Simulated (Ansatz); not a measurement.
## Al$_{16}$HO: molecular dynamics (part 3 of 3)

Al$_{16}$HO (slab, 18 atoms in the cell); DFT PBE, scalar-relativistic, plane waves, PAW, PAW set soft_1 (Ansatz 0.2.0); cutoff 420 eV, 2×2×1 k-mesh, Fermi–Dirac smearing of 0.15 eV. The run did not end well. One setting was made poor on purpose. The input holds or restrains some coordinates. It belongs to a series of runs on one base structure; here: dynamics from the start.

Geometry of the input (Å; fractional positions):
```
5.7276  0.0000  0.0000
2.8638  4.9602  0.0000
0.0000  0.0000  18.0148
Al 0.0000  0.0000  0.0555
Al 0.5000  0.0000  0.0555
Al -0.0000  0.5000  0.0555
Al 0.5000  0.5000  0.0555
Al 0.1674  0.1677  0.1860
Al 0.6636  0.1682  0.1859
Al 0.1675  0.6648  0.1860
Al 0.6654  0.6673  0.1875
Al -0.1641  0.3268  0.3067
Al 0.3327  0.3336  0.3062
Al -0.1640  0.8373  0.3067
Al 0.3258  0.8371  0.3073
Al -0.0060  0.0031  0.4890
Al 0.4964  0.0014  0.4447
Al -0.0019  0.5010  0.4435
Al 0.4963  0.5023  0.4447
O  -0.0353  0.0173  0.5849
H  0.1169  -0.0575  0.6184
```

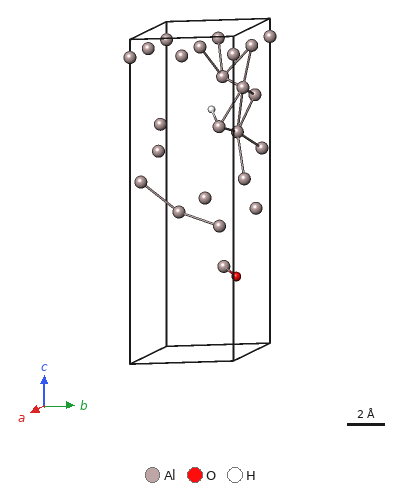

Fig. 1: The geometry at step 81 of the log (ball-and-stick view of the reduced cell, seen slightly off an axis).

### Trajectory as extended XYZ, continued
```
18
Lattice="5.7276 0.0000 0.0000 2.8638 4.9602 0.0000 0.0000 0.0000 18.0148" Properties=species:S:1:pos:R:3:forces:R:3 step=23 time_fs=69.0 energy=-9174.36510 temperature=3774.5
Al    0.0000    0.0000    1.0000   -0.3579   0.6813  -0.4618
Al    2.8638    0.0000    1.0000   10.2808   8.2927   0.2201
Al    1.4319    2.4801    1.0000    0.1588  -0.0474  -0.2628
Al    4.2957    2.4801    1.0000   -0.0804  -0.1773  -0.0279
Al    1.5851    0.9810    3.2279   -0.5145   0.3068  -0.0339
Al    4.2221    1.0466    3.2187    0.4507   0.1298   0.5103
Al    2.8223    3.6837    3.1642    0.3520  -0.8566   1.1601
Al    5.8537    3.5375    3.3902   -0.2845  -0.6096  -0.3592
Al    0.0386    1.7047    5.5119   -0.5704   0.1939  -0.0985
Al    2.7855    1.9512    5.4815    0.3049   0.3891  -0.3025
Al    1.2124    4.3403    5.8145    0.8192   0.1175  -0.1741
Al    4.3063    4.4639    5.4480   -0.5233  -0.7445   0.3439
Al    0.0497   -0.3162    8.9352   -0.5526  -0.1732   0.3794
Al    2.6520   -0.3456    8.2772    0.3750  -0.4634   0.1638
Al    1.2974    2.1119    8.2030   -0.3846   0.4210  -0.0102
Al    3.9901    2.0465    8.0051    0.8716   0.2998   0.5081
O    -0.7171    0.3751   10.2754   -0.2089   0.0528  -1.0298
H    10.5349   -5.7034   19.0059  -10.1360  -7.8128  -0.5249
18
Lattice="5.7276 0.0000 0.0000 2.8638 4.9602 0.0000 0.0000 0.0000 18.0148" Properties=species:S:1:pos:R:3:forces:R:3 step=35 time_fs=105.0 energy=-9176.07920 temperature=50014.4
Al    0.0000    0.0000    1.0000   -0.0176  -0.0443  -0.1773
Al    2.8638    0.0000    1.0000    0.1364   0.0452  -0.2256
Al    1.4319    2.4801    1.0000    0.0312   0.4191  -0.4328
Al    4.2957    2.4801    1.0000   -0.1064   0.1954  -0.2207
Al    1.5141    1.0542    3.1521   -0.2134  -0.2696   0.9490
Al    4.3994    1.0911    3.3382   -0.3136  -0.3504   0.0772
Al    2.9292    3.5826    3.4307   -0.1142   0.1392  -0.2946
Al    5.6310    3.5139    3.3424    0.5360   0.0134   0.1513
Al   -0.0951    1.7981    5.6962    1.0066  -0.5886  -0.2539
Al    2.5824    1.9113    5.3904    0.1746  -0.3687   0.5582
Al    1.5131    4.5172    5.6700    0.0333  -0.4918   0.2246
Al    4.6458    4.1025    5.9104   -1.1209   1.2234  -0.0293
Al   -0.0092   -0.7118    8.9831   -0.2218   1.1068   0.3553
Al    2.9988    0.4861    9.5727   -0.3712  -1.1348   0.4677
Al    1.2776    2.0285    8.2692    0.3053   0.4840  -0.3393
Al    4.2153    2.1018    8.1028    3.1665  -3.3352   2.6386
O    -0.9260    0.9051    9.7043   -0.7259  -0.8811  -1.0484
H   -27.9103   -1.8631   25.3833   -2.1847   3.8377  -2.4002
18
Lattice="5.7276 0.0000 0.0000 2.8638 4.9602 0.0000 0.0000 0.0000 18.0148" Properties=species:S:1:pos:R:3:forces:R:3 step=46 time_fs=138.0 energy=-9174.77555 temperature=16031.2
Al    0.0000    0.0000    1.0000   -0.2167  -0.0160  -0.1009
Al    2.8638    0.0000    1.0000    0.2457   0.1525  -0.1007
Al    1.4319    2.4801    1.0000    0.1232   0.2484  -0.0190
Al    4.2957    2.4801    1.0000   -0.1908  -0.0829  -0.0507
Al    1.3196    1.0415    3.3333   -0.4316   2.2770   0.4520
Al    4.4213    1.0448    3.5032   -0.6104  -0.3314  -0.8345
Al    2.9897    3.4936    3.6175   -0.2342  -0.1619  -1.2015
Al    5.6276    3.4745    3.3801    1.1184  -0.0938   0.5445
Al    0.0288    1.8351    5.7901   -0.3437   0.1764   0.0240
Al    2.5059    1.6783    5.4194    1.4983  -0.0729   1.2401
Al    1.7739    4.4658    5.6343   -0.9195  -0.5531   0.9609
Al    4.5402    4.1496    6.3098   -0.2915   0.7562  -0.2781
Al   -0.1756   -0.7695    9.2973    0.7157   0.4342  -0.2325
Al    1.8942    0.6316   10.9134   -0.5163   0.1028  -0.7091
Al    1.4989    2.1073    8.2097    4.0668   1.7248  -3.9464
Al    4.7999    2.4651    8.2636   -1.8832  -0.1897   0.9095
O     0.6671    1.4468    9.4169   -2.2977  -2.4507   3.8103
H   -61.4543   -0.3399   20.7788    0.1675  -1.9200  -0.4678
18
Lattice="5.7276 0.0000 0.0000 2.8638 4.9602 0.0000 0.0000 0.0000 18.0148" Properties=species:S:1:pos:R:3:forces:R:3 step=58 time_fs=174.0 energy=-9171.97351 temperature=284103.5
Al    0.0000    0.0000    1.0000    0.3833   0.6289  -1.9984
Al    2.8638    0.0000    1.0000    0.0778  -0.0271   0.0543
Al    1.4319    2.4801    1.0000   -0.0899   0.0546  -0.1152
Al    4.2957    2.4801    1.0000    0.0924   0.0147   0.0234
Al    1.1209    0.9522    3.4622    0.9204   0.4072   0.4638
Al    5.0889   -0.7153    3.1709    1.4498  -0.3751   1.2623
Al    3.5795    2.0045    4.1231    1.2876   0.9560  -2.4846
Al    5.8548    3.5343    3.6212   -3.1390  -0.5974   0.5052
Al    0.1018    2.0638    5.9664   -0.6400  -0.9882   0.3081
Al    2.8078    1.1553    6.1105    1.2295  -1.2109  -1.2214
Al    1.6894    4.0890    5.8239    0.1861   0.9227  -0.3087
Al    4.2591    4.4421    6.6853   -1.4492  -1.6171   0.5715
Al   -0.1620   -0.4564    9.7098    0.2971   1.1048   0.5706
Al    0.6118    0.8378   12.0190    0.8851   0.4195  -1.2761
Al    2.6543    2.6079    7.7806   -1.3683   2.2128   3.4080
Al    4.9393    2.7083    8.7876    1.1133  -0.2638   0.1830
O     1.2908    0.8294   10.2068   -2.7846  -1.7777   1.2600
H  -110.4682   88.7270   11.1812    1.5488   0.1361  -1.2058
18
Lattice="5.7276 0.0000 0.0000 2.8638 4.9602 0.0000 0.0000 0.0000 18.0148" Properties=species:S:1:pos:R:3:forces:R:3 step=69 time_fs=207.0 energy=-9161.55713 temperature=1165169.2
Al    0.0000    0.0000    1.0000    0.0394   0.0390  -0.2527
Al    2.8638    0.0000    1.0000   -0.1508  -1.6205  -1.0894
Al    1.4319    2.4801    1.0000   -1.9837   0.7173  -1.2688
Al    4.2957    2.4801    1.0000    7.2081   3.7968  -8.9378
Al    1.2191    0.8236    3.7209   -0.3470  -0.0306  -0.1079
Al    6.0481   -3.0590    2.3950   -5.0232  -2.2752  10.6960
Al    3.9515    1.3185    4.6473   -2.1429  -0.7695  -4.1751
Al    5.6281    3.5518    3.8663   -0.0747  -0.0276  -0.5751
Al   -0.2580    1.9907    6.0298    2.9912   1.1942   3.4021
Al    3.3365    0.5284    6.7555   -0.4974  -0.3862   2.7172
Al    2.0134    3.2832    5.8495   -0.6134  -0.8136  -0.6870
Al    3.7891    4.5882    6.9269    1.3344   1.7331  -0.0827
Al    0.0715    0.1311    9.9357    0.4259   0.7348   0.9594
Al   -0.2388    1.0993   12.4834  -24.6555   4.3351   1.4737
Al    2.9475    3.1029    8.5750   -1.2323  -2.4399   0.6764
Al    5.4451    2.7707    9.3715    0.4265  -0.1183  -0.3180
O     0.9898   -0.1099   11.8475   -1.1855   1.2310  -0.3254
H  -148.1422  199.3149   12.3966   25.4807  -5.2999  -2.1048
18
Lattice="5.7276 0.0000 0.0000 2.8638 4.9602 0.0000 0.0000 0.0000 18.0148" Properties=species:S:1:pos:R:3:forces:R:3 step=81 time_fs=243.0 energy=-9154.39317 temperature=3040688.5
Al    0.0000    0.0000    1.0000    0.1396  -0.0690  -0.2419
Al    2.8638    0.0000    1.0000   -0.1714  -0.6442  -1.8493
Al    1.4319    2.4801    1.0000   -1.3394   0.8529  -1.8888
Al    4.2957    2.4801    1.0000    0.3923   0.3047  -0.6113
Al    0.8126    0.5808    4.1300    3.0221  -1.8891  -2.3381
Al    5.9278   -4.5198    3.3280   11.1547 -30.3967   9.8751
Al    4.0412   -1.1434    4.9231    0.9585  -3.3652   0.3620
Al    2.6135    1.7917    2.8892   -9.6660  30.8697  -7.7831
Al   -0.8480    1.1532    5.2337    4.7443   0.0124   6.0059
Al    3.8879    0.0491    8.2325    0.2724   0.2985   0.2698
Al    2.8849    0.8299    5.8474   -4.8877   0.5455   2.5172
Al    3.6246    5.1478    7.0691   -0.1579  -0.4490   1.0613
Al    0.5031    0.6266   10.4870   -0.2674  -1.5136   0.0526
Al   -1.8000    1.2289   13.1597   -2.1523   2.2589  -1.1931
Al    2.6932    2.7830    9.6773    3.1356  -0.1813  -0.2823
Al    6.1296    3.0226    9.8743   -3.1356   1.1207  -0.0520
O    -0.7394    0.1055   13.4645    2.2808  -2.1353   0.2848
H   -56.0194  443.3344   94.5283   -4.3227   4.3802  -4.1888
18
Lattice="5.7276 0.0000 0.0000 2.8638 4.9602 0.0000 0.0000 0.0000 18.0148" Properties=species:S:1:pos:R:3:forces:R:3 step=92 time_fs=276.0 energy=-9165.12409 temperature=3265568.5
Al    0.0000    0.0000    1.0000   -0.5765  -1.3439  -2.2607
Al    2.8638    0.0000    1.0000   -0.0653   0.0759  -0.4077
Al    1.4319    2.4801    1.0000    0.2418   0.3557  -0.5161
Al    4.2957    2.4801    1.0000    0.0095  -0.0537  -0.2698
Al    0.7746   -0.5806    4.2847    0.4595  -4.1484   3.3166
Al    6.3622   -7.5172    4.3765    2.0262   7.1006   6.2968
Al    5.6434   -3.3029    6.3901   -8.5747   1.8786   6.2634
Al   -5.2390    1.0621    2.9697   -1.1276  -1.6350  -6.2583
Al   -1.3868    1.3418    5.3057    7.6287  -2.5749  -5.4032
Al    4.6867    0.0045    9.5647   -0.4260   0.1286   0.0340
Al    2.6477   -1.0734    6.5736    7.1577  -1.1451   2.3684
Al    3.4324    5.5300    7.5564    0.1292   0.5345  -0.3679
Al    0.9310    0.5758   11.1054    0.9784   0.2219   0.2578
Al   -3.4001    1.4685   13.7345    2.1433  -2.4310   1.1328
Al    3.1998    2.2997   10.6633   -0.6059   0.0115  -0.0740
Al    5.7495    3.2779   10.4900   -0.0470  -0.2563  -0.0550
O    -2.3110    0.3623   14.7042   -2.1872   2.2823  -1.7914
H   133.1559  713.3522  186.2912   -7.1640   0.9990  -2.2657
18
Lattice="5.7276 0.0000 0.0000 2.8638 4.9602 0.0000 0.0000 0.0000 18.0148" Properties=species:S:1:pos:R:3:forces:R:3 step=104 time_fs=312.0 energy=-9159.08940 temperature=5859593.3
Al    0.0000    0.0000    1.0000   -0.0191   0.0933  -0.7871
Al    2.8638    0.0000    1.0000   -0.4059  -0.9249  -0.8822
Al    1.4319    2.4801    1.0000   -0.0217  -0.0297  -0.5001
Al    4.2957    2.4801    1.0000    2.3290   2.6229  -4.8459
Al    0.1942   -3.5398    4.4289   -4.1127  -2.2443  16.8088
Al    6.8581  -10.6632    7.0721    3.1112  -5.4434  -6.5300
Al    6.3250   -5.5355    9.1899    0.1984   1.1301  -0.0864
Al  -13.6488    1.6185    2.7424    2.5879   0.2446  -9.4556
Al   -0.7870    0.7411    6.6267   -3.8806  -1.8629  -5.6302
Al    5.5800    0.4073   10.6248    0.2151  -0.1782   2.3205
Al    2.4074   -2.5032    8.0092   -1.3187   5.0557   1.6462
Al    3.3521    5.5544    8.3643    2.0929   1.6426   8.0299
Al    0.7121   -1.2961   13.4766   -0.5412   0.6168  -0.0225
Al   -4.9479    1.4860   14.2504    0.9401  -1.1475   1.9994
Al    3.4579    1.4325   11.9126   -0.8357  -0.9244   0.8172
Al    5.2614    3.2395   11.3197    0.3028   0.3259   0.1534
O    -4.2428    0.9020   15.8937   -1.3889   0.9383  -2.5716
H   368.4076 1126.1921  229.9430    0.7471   0.0851  -0.4639
18
Lattice="5.7276 0.0000 0.0000 2.8638 4.9602 0.0000 0.0000 0.0000 18.0148" Properties=species:S:1:pos:R:3:forces:R:3 step=115 time_fs=345.0 energy=-9152.72782 temperature=11309966.0
Al    0.0000    0.0000    1.0000   -0.5568   0.3655   0.0091
Al    2.8638    0.0000    1.0000   -0.0490   0.0305  -0.2524
Al    1.4319    2.4801    1.0000    0.5908  -0.3081  -0.1298
Al    4.2957    2.4801    1.0000   -0.4308  -0.7259   0.1407
Al   -2.6697   -7.9208    5.4562   -0.1485   0.7316   1.1064
Al    5.2512  -13.5070    8.9158    0.4656  -0.2106  -0.4021
Al    7.9351   -7.0742   11.7557    1.5831   0.8329   0.3715
Al  -19.7457    0.2851    3.6084    0.1949  -0.5036  -0.5329
Al   -0.3572   -1.2002    7.7209    0.1856   0.1124  -0.1822
Al    5.9642    1.0330   12.8746    0.7684   0.8237  -3.3676
Al    3.4391   -3.2091   10.5764   -2.0520  -0.7000  -1.9786
Al    3.9444    4.0142   13.0578  -26.2115  22.7213  14.8814
Al    0.1904   -3.4776   16.1624    0.5180   0.1020   0.9958
Al   -6.2072    1.4016   14.8287   -0.9995   1.1639   5.4572
Al    3.1609    0.3779   13.2192    0.4966   0.5970   0.3313
Al    4.9109    3.1084   12.5826   26.8271 -25.2915 -14.0944
O    -6.2646    1.5784   16.6773   -1.6229  -0.4290  -1.7792
H   612.3752 1610.5548  162.2329    0.4408   0.6880  -0.5740
18
Lattice="5.7276 0.0000 0.0000 2.8638 4.9602 0.0000 0.0000 0.0000 18.0148" Properties=species:S:1:pos:R:3:forces:R:3 step=127 time_fs=381.0 energy=-9138.60500 temperature=11351060.4
Al    0.0000    0.0000    1.0000    0.3123   0.9818   0.5099
Al    2.8638    0.0000    1.0000   -6.7337   0.3185   6.5256
Al    1.4319    2.4801    1.0000  -10.9132   1.0504   7.6515
Al    4.2957    2.4801    1.0000    2.2617   0.7521   1.3079
Al   -5.2163  -12.8285    7.7278    0.3417   4.8614  -0.6886
Al    2.4623  -16.3356   10.1020   -0.1156   2.2258   0.9911
Al    9.8795   -8.0224   14.8291    1.7866   1.3642  -4.0034
Al  -27.2928   -2.7389    6.1386    7.0892   1.5577 -13.3275
Al   -0.2601   -3.5222    9.1742   -7.2960  -8.4143  13.0036
Al    7.5547    1.3800   16.7021  -38.2223   7.7785  -1.2755
Al    4.7329   -4.7876   13.2515   -3.2919   2.9123  -5.0388
Al    1.7080    3.2358   22.9865   -0.1573  -0.3165   0.4474
Al   -0.8117   -5.6962   16.7295   -2.8562  -6.0106   4.6644
Al   -8.1860    1.2338   16.6855   36.4731  -3.9016   2.3499
Al    2.8752   -0.7481   14.8016    5.4539  -3.2252  -1.0911
Al    6.0790    2.4005   12.4225    0.0274   0.1353   0.5002
O    -8.7582    2.4012   18.2388    8.4085  -0.3457  -7.6015
H   905.9992 2207.0917  -71.7542    7.4320  -1.7242  -4.9252
```

### Outcome

```tsv
quantity	value
outcome	stopped at the time limit
mean temperature over the second half	5583799 K
trajectory	127 steps, 381 fs
ensemble	nve
temperature in the input	1000.0 K
time step	3.0 fs
wall time	24 min
peak memory	0.7 GiB
```

### What went wrong

The run was cut off by its time limit, so the output is incomplete. The time step is long for the lightest atoms at this temperature, so the integration is inaccurate.
